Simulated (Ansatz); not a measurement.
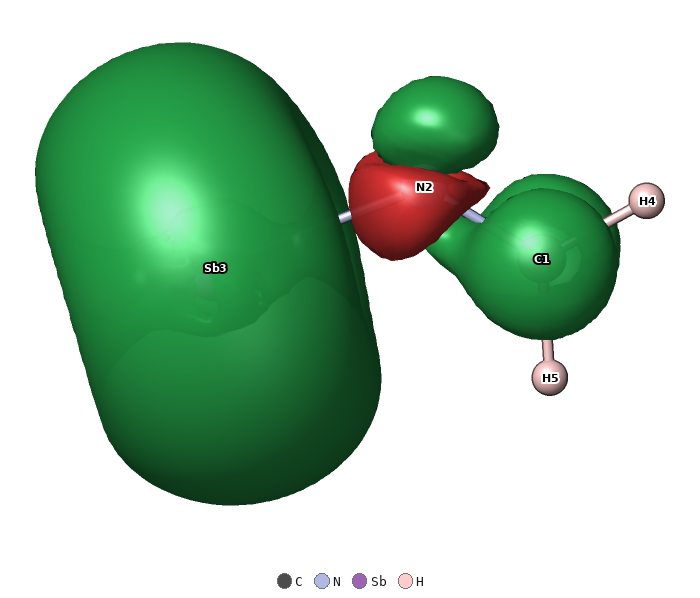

The picture shows: CH₂NSb (SMILES C=[N+]=[Sb-]) (triplet). Isosurfaces of the spin density (α minus β) at +0.015 (green) and −0.015 e/Å³ (red), seen across its widest extent.

Geometry: B3LYP-D4/def2-TZVP; core potentials replace the inner electrons of Sb.

Method: Ansatz 0.2.0, isolated molecule in a Gaussian basis; Kohn-Sham density functional theory, functional PBE0.

```yaml
atoms:
  - { symbol: C, position_ang: [-0.8478, -2.6542, -1.0195] }
  - { symbol: N, position_ang: [-0.3494, -1.4946, -0.9725] }
  - { symbol: Sb, position_ang: [-1.0464, 0.0998, 0.1069] }
  - { symbol: H, position_ang: [-0.3698, -3.4187, -1.6427] }
  - { symbol: H, position_ang: [-1.7450, -2.9821, -0.4776] }
```

Q: Where is the unpaired spin?

A: The unpaired spin (2 electrons) lies mostly on Sb3 (about 1.8) and C1 (about 0.1), in electrons by Hirshfeld's partition.
